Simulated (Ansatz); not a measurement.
## Electronic structure of C$_{2}$H$_{5}$CuOSi (SMILES CC[Si](=O)[Cu]) in real space

The calculation's input:

```
crystal:
  periodic: [false, false, false]
  atoms:
    - {symbol: C, position_ang: [0.923158, 1.921753, -1.438406]}
    - {symbol: C, position_ang: [0.155208, 1.600437, -0.157020]}
    - {symbol: Cu, position_ang: [-2.079380, 0.824233, -2.596837]}
    - {symbol: O, position_ang: [-2.255310, -0.078268, 0.658897]}
    - {symbol: Si, position_ang: [-1.482876, 0.668440, -0.475970]}
    - {symbol: H, position_ang: [1.331244, 1.005157, -1.912156]}
    - {symbol: H, position_ang: [0.261709, 2.403098, -2.193522]}
    - {symbol: H, position_ang: [1.773047, 2.610587, -1.255062]}
    - {symbol: H, position_ang: [0.745776, 0.997849, 0.565339]}
    - {symbol: H, position_ang: [-0.142347, 2.527456, 0.384206]}
basis:
  gaussian:
    orbitals: def2-TZVPD
hamiltonian:
  xc: {name: PBE0}
output: {forces: true, orbitals: {seedname: orbitals}}
```

Launched as:

```sh
ansatz run input.yaml --threads 2 --pin off --max-ram 4350MiB --events-out events.jsonl --progress --plain --runs-dir runs
```

Geometry: PBE-D3(BJ)/def2-SVP.

Method: Ansatz, isolated molecule in a Gaussian basis; Kohn-Sham density functional theory, functional PBE0.

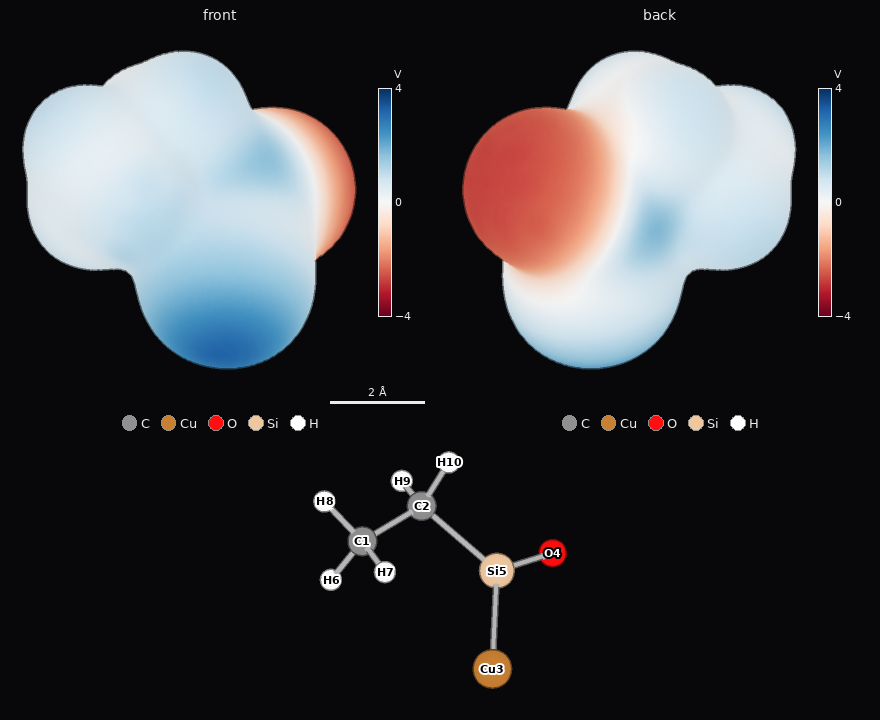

Figure 1. The molecular electrostatic potential painted on the density surface at 0.002 e/bohr³, seen from the front and from behind; the colour scale runs from red (negative) to blue (positive). The bare structure is drawn below in the same view.

Question: Which sites attract a positive test charge, and which a negative one?

Answer: A positive charge is drawn to the negative regions and a negative charge to the positive ones. The most negative region (about −2.7 V, or −62 kcal/mol for a unit charge) lies over O4, the most positive (about +3.1 V, or +71 kcal/mol for a unit charge) over Cu3. O4 is the likeliest acceptor of a hydrogen bond.

Question: What dipole moment does the calculation give?

Answer: Its dipole moment is 6.07 D.

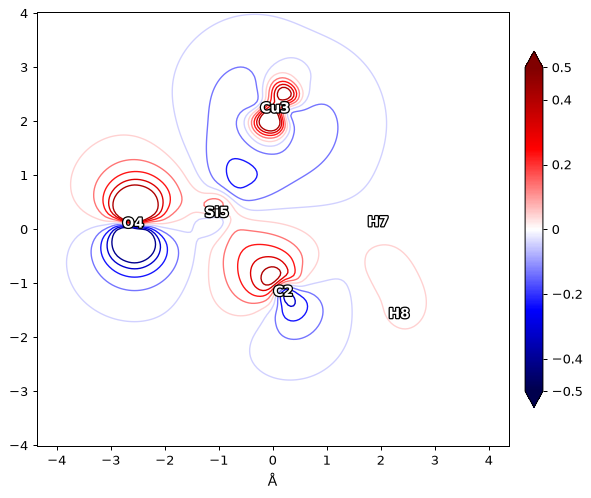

Figure 2. The HOMO on the plane of atoms C2, Si5 and Cu3 (values in Å⁻³ᐟ²; the overall sign is arbitrary).

Question: What is the character of this orbital?

Answer: It lies mainly on O4 (about 35 %), Cu3 (about 30 %), Si5 (about 20 %) and C2 (about 10 %). Its energy is −6.52 eV.

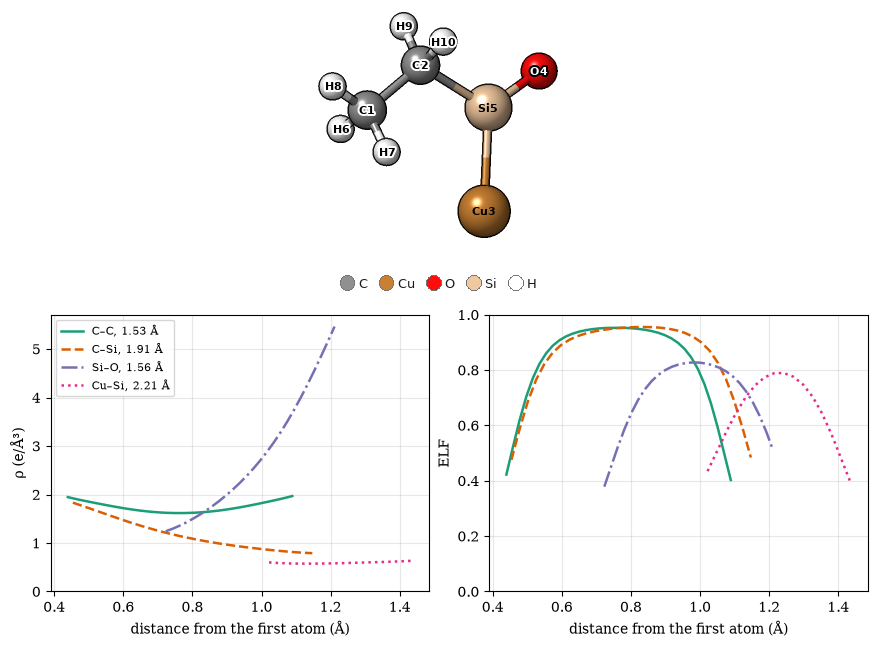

Figure 3. Total electron density and ELF along straight lines between neighbouring atoms. The curves leave out the atomic cores. The structure is drawn too.

Question: Compare the contacts.

Answer: C–C (1.53 Å): the density is about 1.6 e/Å³ at the midpoint; the ELF peaks at about 0.95 between the atoms (a shared electron pair).
C–Si (1.91 Å): ρ is about 0.91 e/Å³ halfway; the ELF peaks at about 0.95 between the atoms, as expected for localised, covalent bonding.
Si–O (1.56 Å): the density is about 1.4 e/Å³ at the midpoint; the ELF peaks at about 0.85 between the atoms; a short, strongly polar bond.
Cu–Si (2.21 Å): ρ is about 0.58 e/Å³ halfway; the ELF peaks at about 0.80 between the atoms.
